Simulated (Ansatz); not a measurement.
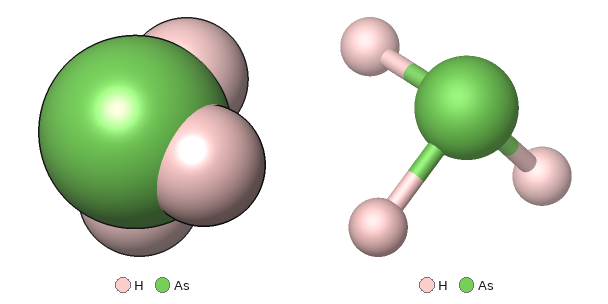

The same structure drawn twice, from different directions.

The computed structure is the end point of a PBE0-D4/def2-TZVP optimisation.

**Which formula does it have?**

AsH3, 4 atoms: 1 arsenic and 3 hydrogen.

**How many bonds of each kind are drawn?**

3 As–H. Sticks follow a distance rule.

**What is the point group of this geometry?**

C3v.

The parts below concern this one geometry. Atoms keep their numbers from picture to picture.

**Shape**

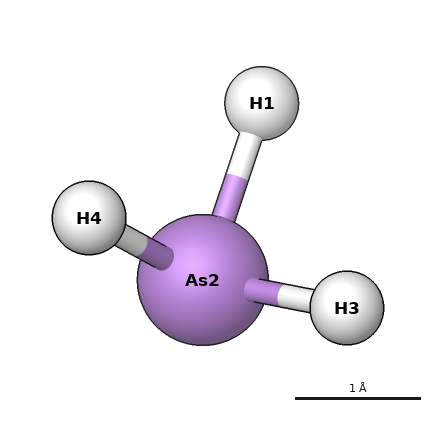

Give these bond angles: H1–As2–H3.

| angle | degrees |
| --- | --- |
| H1–As2–H3 | 92.0 |

**Charges**

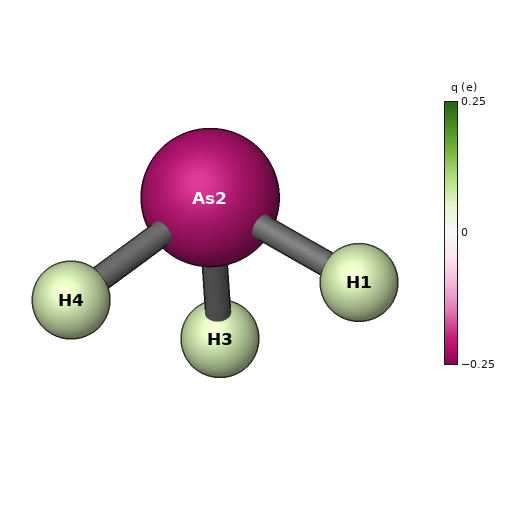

Atoms are coloured by their Mulliken charges. Properties computed with RKS PBE0-D4/def2-TZVP (Ansatz 0.2.0).

List the Mulliken charges.

| atom | value (e) |
| --- | --- |
| H1 | 0.07 |
| As2 | −0.21 |
| H3 | 0.07 |
| H4 | 0.07 |

**Vibrations**

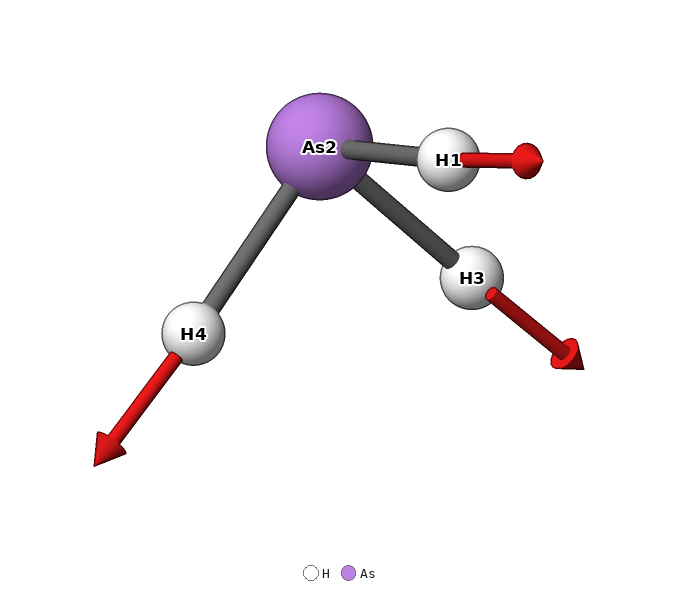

The arrows show one normal mode. Harmonic vibrations computed with RKS PBE0-D4/def2-TZVP (Ansatz 0.2.0) at a stationary point of the same level.

**Describe the motion.**

Mostly in-phase stretching of 3 As–H bonds.

**Estimate its harmonic wavenumber.**

2215 cm⁻¹; it is mode 4 of 6 counted from the lowest.

**Dipole moment**

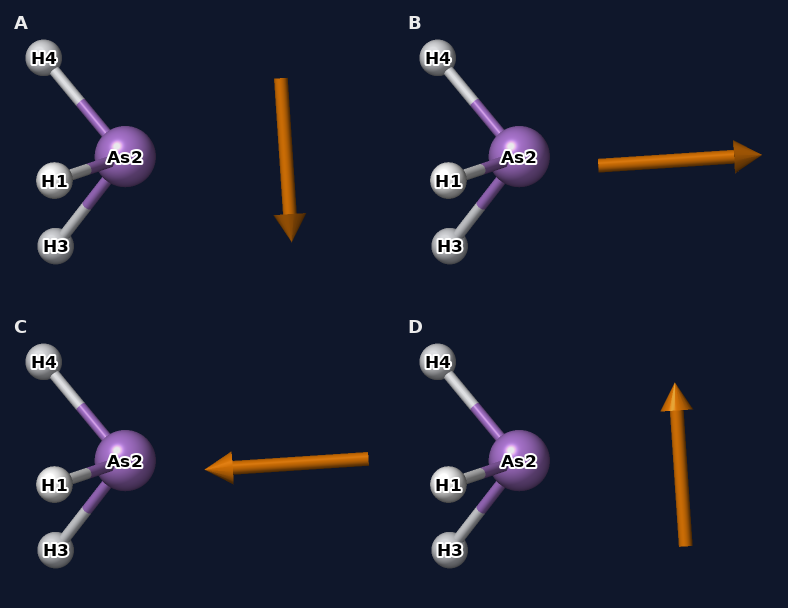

The same molecule four times, each with an arrow. Properties computed with RKS PBE0-D4/def2-TZVP (Ansatz 0.2.0).

**Which arrow points along the dipole moment, from the negative to the positive end?**

C. The dipole moment is 0.34 D; it points from the side of As2 to the side of H1, H3, H4 (the outermost atoms at the two ends).

Mulliken values depend strongly on the basis set and can even reverse the polarity of a bond.
